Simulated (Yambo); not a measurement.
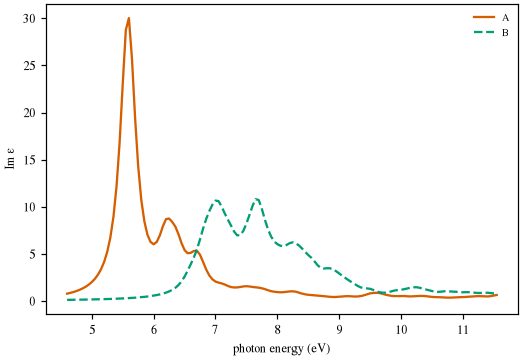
Fig. 1. Two computed absorption spectra of BN (space group Fmm2, No. 42) (Yambo, PBEsol bands with the same scissor, field along x)

Axes are Cartesian, with cell vectors (Å) (0.00, 3.50, 2.17), (1.25, 0.00, 2.17), (1.25, 3.50, 0.00).

Which curve includes the electron-hole attraction (BSE)?

Curve A: the attraction moves weight to lower energy (centre of the plotted range 6.3 eV against 7.9 eV). Settings: 10×10×10 mesh, 3 valence and 2 conduction bands, static screening with 11 bands and a 4 Ry block, scissor 1.86 eV, Tamm-Dancoff. The scissor comes from a G0W0 run whose convergence isn't established. Broadening 0.15 eV. The band window holds all transitions up to 14.3 eV. On this mesh the peak heights and the fine structure are mesh artefacts; only the shift of weight is robust.

Geometry of the Materials Project entry, not relaxed at this level; primitive cell a = 4.112 Å, b = 2.502 Å, c = 3.713 Å, α = 80.29°, β = 36.85°, γ = 62.86°.

This is not the ordinary phase of the substance; no match was found in the copy of COD used, and its stability was not checked.

The distance between layers or molecules is the database entry's, not relaxed here. Functionals without dispersion can leave it too large, which widens gaps and weakens the response across layers: the numbers belong to this cell.
